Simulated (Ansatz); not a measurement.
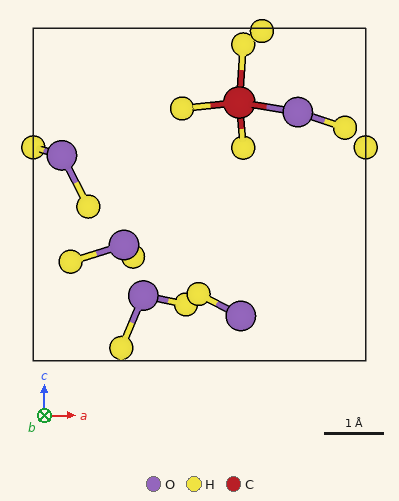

Starting frame of a dynamics run of a periodic cell with 4 H2O + 1 CH3OH at 0.924 g/cm³. Style: ball-and-stick. Shown: the simulation cell, along the b axis.

Computed with Ansatz, DFT LDA, scalar-relativistic, plane waves, PAW.

Input
```yaml
crystal:
  lattice:
    - [5.718479, 0.0, 0.0]
    - [0.0, 5.718479, 0.0]
    - [0.0, 0.0, 5.718479]
  atoms:
    - { symbol: O, position: [0.33146562, 0.65173651, 0.19644329] }
    - { symbol: H, position: [0.45981412, 0.77267516, 0.1697538] }
    - { symbol: H, position: [0.26525698, 0.6249974, 0.0389879] }
    - { symbol: O, position: [0.62478325, -0.00329073, 1.13509331] }
    - { symbol: H, position: [0.49768937, 0.09889903, 1.20107331] }
    - { symbol: H, position: [0.68814143, 0.07185947, 0.99222837] }
    - { symbol: O, position: [0.0864368, 0.64003376, 0.61817023] }
    - { symbol: H, position: [0.00041811, 0.78567428, 0.64227007] }
    - { symbol: H, position: [0.16597224, 0.6625162, 0.46411988] }
    - { symbol: O, position: [0.27331531, 0.21245165, 0.34855373] }
    - { symbol: H, position: [0.30059364, 0.38198429, 0.31355924] }
    - { symbol: H, position: [0.11267678, 0.18070432, 0.29835577] }
    - { symbol: C, position: [0.62029348, 0.43582283, 0.77731406] }
    - { symbol: O, position: [0.79618814, 0.26475698, 0.74828581] }
    - { symbol: H, position: [0.44798918, 0.34918198, 0.75919767] }
    - { symbol: H, position: [0.93802044, 0.35403915, 0.70136417] }
    - { symbol: H, position: [0.63212595, 0.51889884, 0.95198243] }
    - { symbol: H, position: [0.63201646, 0.5738585, 0.64131377] }
basis:
  ecutwfc: 420.0
kpoints:
  mp_grid: { grid: [1, 1, 1] }
hamiltonian:
  xc: lda
scf:
  occupations: { method: fermi_dirac, width: 0.02 }
  lower_state_search: "off"
md:
  timestep: 0.5
  n_steps: 300
  ensemble: nvt_langevin
  temperature: 250.0
  initial_velocities: maxwell_boltzmann
  seed: 597766
  friction: 0.02
```

Run as
```bash
ansatz run input.yaml --threads 1 --pin off --max-ram 3072MiB --backend cpu --events-out ev --progress --plain --runs-dir out
```

**What does the trajectory do?**

Over the second half the temperature averages 249 K (spread ±29 K). The potential energy in the second half lies on average 20.7 meV per atom above the first frame. In the second half of the run the atoms are, in the root-mean-square, this far from where they began (common drift taken out): H 0.39 Å, O 0.36 Å, C 0.18 Å. The heavy atoms stay within a fraction of a molecule's size of their starting places; so short a run doesn't tell a liquid from a solid.

Along the run (each row but the first and the last is the mean over the interval that it begins):

```csv
time (fs),potential energy (meV/atom),T (K)
0.0,0.0,236
15.0,20.5,210
30.0,16.2,185
45.0,16.6,220
60.0,18.5,278
75.0,25.7,250
90.0,17.1,279
105.0,19.5,234
120.0,21.2,245
135.0,20.2,238
150.0,18.8,236
```

The paths of the atoms:

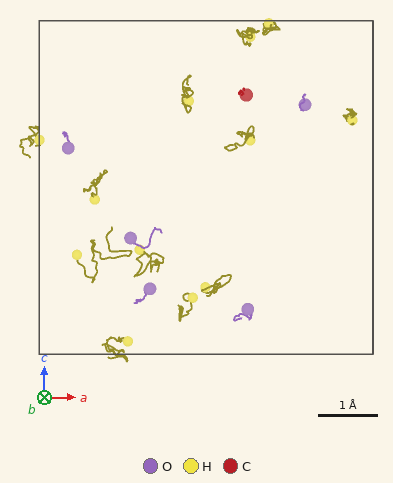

Limits of the set-up: the periodic images lie only 5.7 Å apart, so the values are limited by the cell's size.
